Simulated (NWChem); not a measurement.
# CHBF4O (SMILES FBOC(F)(F)F) at 3 levels

We compute a comparison of 3 runs (HF/STO-3G, HF/3-21G, B3LYP/6-31G*) of CHBF4O. 

The results are computed with NWChem 7.3.0.

## Step 1: The molecule

The species is CHBF4O (8 atoms), meant as a singlet with charge 0. As SMILES, `FBOC(F)(F)F`. The shape is that of a PBE0-D4/def2-TZVP optimisation. This is one conformer, not always the lowest.

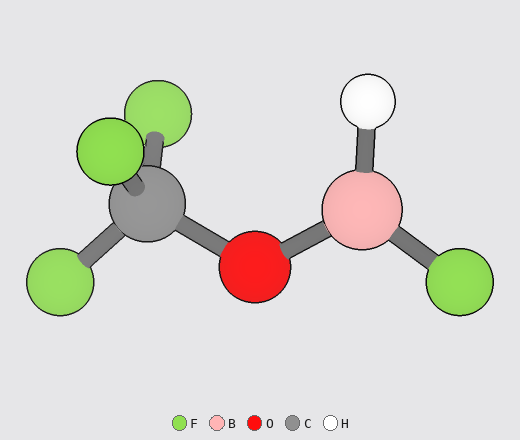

Viewed from a chosen angle; fluorine green, boron pink, oxygen red, carbon grey, hydrogen white.

## Step 2: Energy and gradient at HF/STO-3G (run 1)

Contents of calc.nw:

```
start calc
memory total 2200 mb
charge 0

geometry units angstroms noautosym nocenter noautoz
  F    -0.900600   -2.205500   -0.921400
  B    -0.158900   -1.311300   -0.313700
  O    -0.602900   -0.019500   -0.399600
  C     0.062200    1.004600    0.179100
  F    -0.590100    2.125800   -0.065900
  F     0.152600    0.847700    1.498900
  F     1.298900    1.121000   -0.302100
  H     0.831000   -1.620100    0.268800
end

basis spherical bse
  * library STO-3G
end

scf
  thresh 1e-08
  maxiter 80
end

task scf gradient
```

On the command line:

```bash
$ nwchem calc.nw > calc.out
```

Output:

```text
[...]
  functions       =    36
[...]
  wavefunction    = RHF
[...]
         Total SCF energy =   -528.489016449987
      One-electron energy =  -1390.404289759897
      Two-electron energy =    535.175074363258
 Nuclear repulsion energy =    326.740198946652
        Time for solution =      1.7s
[...]
                         RHF ENERGY GRADIENTS
    atom               coordinates                        gradient
                 x          y          z           x          y          z
   1 F      -1.701887  -4.167791  -1.741194   -0.009529  -0.008784  -0.007399
   2 B      -0.300277  -2.477998  -0.592807    0.002035   0.006940   0.002359
   3 O      -1.139316  -0.036850  -0.755135    0.029014   0.059614   0.027518
   4 C       0.117541   1.898419   0.338450   -0.014978  -0.006270  -0.010543
   5 F      -1.115127   4.017180  -0.124533    0.033602  -0.053011   0.013346
   6 F       0.288372   1.601921   2.832510   -0.002303   0.009220  -0.053826
   7 F       2.454565   2.118383  -0.570886   -0.050271  -0.002213   0.021482
   8 H       1.570362  -3.061545   0.507958    0.012429  -0.005495   0.007064
[...]
```

Wall time 2.7 s (1 thread of AMD EPYC 9R45 (Zen 5), shared host); peak memory 0.1 GiB.

## Step 3: Energy and gradient at HF/3-21G (run 2)

Contents of chbf4o.xyz:

```xyz
8

F     -0.900600    -2.205500    -0.921400
B     -0.158900    -1.311300    -0.313700
O     -0.602900    -0.019500    -0.399600
C      0.062200     1.004600     0.179100
F     -0.590100     2.125800    -0.065900
F      0.152600     0.847700     1.498900
F      1.298900     1.121000    -0.302100
H      0.831000    -1.620100     0.268800
```

Contents of run.py:

```python
from ase.io import read
from ase.calculators.nwchem import NWChem

system = read('chbf4o.xyz')

calc = NWChem(
    label='chbf4o',
    theory='scf',
    memory='2200 mb',
    basis='3-21G',
    basispar='spherical bse',
    scf={'nopen': '0', 'rhf': None, 'thresh': '1e-08', 'maxiter': '80'},
)
system.calc = calc

forces = system.get_forces()
e = system.get_potential_energy()
print(f"E = {e:.6f} eV")
print("forces (eV/A):")
for s, f in zip(system.symbols, forces):
    print(f"{s:2s} {f[0]:10.5f} {f[1]:10.5f} {f[2]:10.5f}")
print("dipole (e A):", system.get_dipole_moment().round(4))
```

On the command line:

```bash
$ export ASE_NWCHEM_COMMAND="nwchem PREFIX.nwi > PREFIX.nwo"
$ python run.py
```

Output:

```text
E = -14503.485927 eV
forces (eV/A):
F    -0.67548   -1.06341   -0.59115
B     1.00021   -0.61485    0.54219
O     0.37996    0.87633    0.37471
C    -0.71487    0.52857   -0.37147
F    -0.18661    0.46974   -0.04777
F     0.06757   -0.23798    0.46563
F     0.47848   -0.14013   -0.17797
H    -0.34926    0.18167   -0.19422
dipole (e A): [ 0.2055 -0.1654  0.1055]
```

The calculator wrote chbf4o.nwi:

```
title "chbf4o"

permanent_dir chbf4o

scratch_dir chbf4o

start chbf4o

geometry units angstrom nocenter noautosym noautoz
  F  -9.0059999999999996e-01 -2.2054999999999998e+00 -9.2140000000000000e-01
  B  -1.5890000000000001e-01 -1.3112999999999999e+00 -3.1369999999999998e-01
  O  -6.0289999999999999e-01 -1.9500000000000000e-02 -3.9960000000000001e-01
  C  6.2199999999999998e-02 1.0045999999999999e+00 1.7910000000000001e-01
  F  -5.9009999999999996e-01 2.1257999999999999e+00 -6.5900000000000000e-02
  F  1.5260000000000001e-01 8.4770000000000001e-01 1.4988999999999999e+00
  F  1.2988999999999999e+00 1.1210000000000000e+00 -3.0209999999999998e-01
  H  8.3099999999999996e-01 -1.6201000000000001e+00 2.6879999999999998e-01
end

memory 2200 mb

basis spherical bse noprint
   * library 3-21G
end

scf
  nopen 0
  rhf
  thresh 1e-08
  maxiter 80
end

task scf gradient
```

chbf4o.nwo:

```text
Northwest Computational Chemistry Package (NWChem) 7.3.0
             --------------------------------------------------------

           Job information
           ---------------

    nwchem branch   = 7.3.0
    use scalapack   = T
    input           = chbf4o.nwi
    prefix          = chbf4o.
    data base       = chbf4o/chbf4o.db
    status          = startup
    nproc           =        1

           Memory information
           ------------------

    heap     =     72089598 doubles =      550.0 Mbytes
    stack    =     72089595 doubles =      550.0 Mbytes
    global   =    144179200 doubles =     1100.0 Mbytes (distinct from heap & stack)
    total    =    288358393 doubles =     2200.0 Mbytes
    verify   = yes
    hardfail = no

[... 138 lines left out ...]
 Convergence threshold     :          1.000E-08
[... 13 lines left out ...]
       Final RHF  results
[... 3 lines left out ...]
      One-electron energy =  -1389.989818327964
[... 1 line left out ...]
 Nuclear repulsion energy =    326.740198946651
[... 46 lines left out ...]
                       ROHF Final Molecular Orbital Analysis
[... 261 lines left out ...]
                         RHF ENERGY GRADIENTS

    atom               coordinates                        gradient
                 x          y          z           x          y          z
   1 F      -1.701887  -4.167791  -1.741194    0.013136   0.020680   0.011496
   2 B      -0.300277  -2.477998  -0.592807   -0.019451   0.011957  -0.010544
   3 O      -1.139316  -0.036850  -0.755135   -0.007389  -0.017042  -0.007287
[... 4 lines of this table left out ...]
   8 H       1.570362  -3.061545   0.507958    0.006792  -0.003533   0.003777

                 ----------------------------------------
                 |  Time  |  1-e(secs)   |  2-e(secs)   |
                 ----------------------------------------
                 |  CPU   |       0.00   |       0.48   |
                 ----------------------------------------
                 |  WALL  |       0.00   |       0.48   |
                 ----------------------------------------

 Task  times  cpu:        2.5s     wall:        2.5s
 Total times  cpu:        2.5s     wall:        2.5s
```

Wall time 3.6 s (1 thread of AMD EPYC 9R45 (Zen 5), shared host); peak memory 0.099 GiB.

## Step 4: Energy and forces at B3LYP/6-31G(d) (Cartesian functions) (run 3)

Contents of mymol.xyz:

```xyz
8

F     -0.900600    -2.205500    -0.921400
B     -0.158900    -1.311300    -0.313700
O     -0.602900    -0.019500    -0.399600
C      0.062200     1.004600     0.179100
F     -0.590100     2.125800    -0.065900
F      0.152600     0.847700     1.498900
F      1.298900     1.121000    -0.302100
H      0.831000    -1.620100     0.268800
```

run.py: that of step 3 with these lines changed.

```diff
@@ -3,11 +3,10 @@
 
-system = read('chbf4o.xyz')
+system = read('mymol.xyz')
 
 calc = NWChem(
-    label='chbf4o',
-    theory='scf',
+    label='mymol',
+    theory='dft',
     memory='2200 mb',
-    basis='3-21G',
-    basispar='spherical bse',
-    scf={'nopen': '0', 'rhf': None, 'thresh': '1e-08', 'maxiter': '80'},
+    basis='6-31G*',
+    dft={'xc': 'b3lyp', 'mult': '1', 'grid': 'fine', 'convergence': 'energy 1e-08', 'iterations': '100', 'mulliken': None},
 )
```

On the command line:

```bash
$ export ASE_NWCHEM_COMMAND="nwchem PREFIX.nwi > PREFIX.nwo"
$ python run.py
```

Output:

```text
E = -14646.740105 eV
forces (eV/A):
F    -0.14763   -0.26297   -0.13375
B     0.18322    0.02119    0.11940
O    -0.25428   -0.22343   -0.19571
C     0.00586    0.00607    0.00668
F    -0.35384    0.55736   -0.14085
F     0.01872   -0.11868    0.61501
F     0.57382    0.01373   -0.25552
H    -0.02587    0.00668   -0.01527
dipole (e A): [ 0.0993 -0.102   0.0476]
```

The calculator wrote mymol.nwi:

```
title "mymol"

permanent_dir mymol

scratch_dir mymol

start mymol

geometry units angstrom nocenter noautosym noautoz
  F  -9.0059999999999996e-01 -2.2054999999999998e+00 -9.2140000000000000e-01
  B  -1.5890000000000001e-01 -1.3112999999999999e+00 -3.1369999999999998e-01
  O  -6.0289999999999999e-01 -1.9500000000000000e-02 -3.9960000000000001e-01
  C  6.2199999999999998e-02 1.0045999999999999e+00 1.7910000000000001e-01
  F  -5.9009999999999996e-01 2.1257999999999999e+00 -6.5900000000000000e-02
  F  1.5260000000000001e-01 8.4770000000000001e-01 1.4988999999999999e+00
  F  1.2988999999999999e+00 1.1210000000000000e+00 -3.0209999999999998e-01
  H  8.3099999999999996e-01 -1.6201000000000001e+00 2.6879999999999998e-01
end

memory 2200 mb

basis noprint
   * library 6-31G*
end

dft
  xc b3lyp
  mult 1
  grid fine
  convergence energy 1e-08
  iterations 100
  mulliken
end

task dft gradient
```

mymol.nwo:

```text
Northwest Computational Chemistry Package (NWChem) 7.3.0
             --------------------------------------------------------

           Job information
           ---------------

    nwchem branch   = 7.3.0
    use scalapack   = T
    input           = mymol.nwi
    prefix          = mymol.
    data base       = mymol/mymol.db
    status          = startup
    nproc           =        1

           Memory information
           ------------------

    heap     =     72089598 doubles =      550.0 Mbytes
    stack    =     72089595 doubles =      550.0 Mbytes
    global   =    144179200 doubles =     1100.0 Mbytes (distinct from heap & stack)
    total    =    288358393 doubles =     2200.0 Mbytes
    verify   = yes
    hardfail = no

[... 109 lines left out ...]
  convergence criterion.
[... 42 lines left out ...]
          Spatial weights used:  Erf1
[... 74 lines left out ...]
         Total DFT energy =     -538.257775320664
[... 3 lines left out ...]
 Nuclear repulsion energy =      326.740198946651
[... 814 lines left out ...]
          Convergence on gradient requested:  5.00D-04
[... 29 lines left out ...]
          total energy or number of iterations.
[... 26 lines left out ...]
                         DFT ENERGY GRADIENTS

    atom               coordinates                        gradient
                 x          y          z           x          y          z
   1 F      -1.701887  -4.167791  -1.741194    0.002871   0.005114   0.002601
   2 B      -0.300277  -2.477998  -0.592807   -0.003563  -0.000412  -0.002322
   3 O      -1.139316  -0.036850  -0.755135    0.004945   0.004345   0.003806
[... 4 lines of this table left out ...]
   8 H       1.570362  -3.061545   0.507958    0.000503  -0.000130   0.000297

                 ----------------------------------------
                 |  Time  |  1-e(secs)   |  2-e(secs)   |
                 ----------------------------------------
                 |  CPU   |       0.01   |       3.17   |
                 ----------------------------------------
                 |  WALL  |       0.01   |       3.17   |
                 ----------------------------------------

 Task  times  cpu:       17.2s     wall:       17.2s
 Total times  cpu:       17.2s     wall:       17.2s
```

It took 19 s on 1 thread of AMD EPYC 9R45 (Zen 5), shared host; peak memory 0.13 GiB.

## Step 5: Overview of the runs

```csv
run,level,Cartesian functions,iteration cap,energy (Eh),dipole moment (D),HOMO energy (eV),LUMO energy (eV),wall time
1,HF/STO-3G,no,80,-528.489016,0.63,-11.51,8.01,2.7 s
2,HF/3-21G,no,80,-532.993281,1.36,-15.11,3.61,3.6 s
3,B3LYP/6-31G* (Cartesian functions),yes,100,-538.257775,0.72,-10.19,-0.26,19 s
```

## Step 6: What came out

```
                       quantity          value
            run 3: total energy  -538.25778 Eh
           run 3: dipole moment         0.72 D
             run 3: HOMO energy      -10.19 eV
             run 3: LUMO energy       -0.26 eV
           run 3: HOMO–LUMO gap        9.93 eV
run 3: largest force on an atom     0.675 eV/Å
```

The dipole moment (its size) runs from 0.63 D (HF/STO-3G) to 1.36 D (HF/3-21G). The HOMO–LUMO gap runs from 9.93 eV (B3LYP/6-31G*) to 19.52 eV (HF/STO-3G). The two ends differ in method and basis. In run 1 the basis is minimal, so the values are rough. All runs together took 26 s, the longest 19 s.
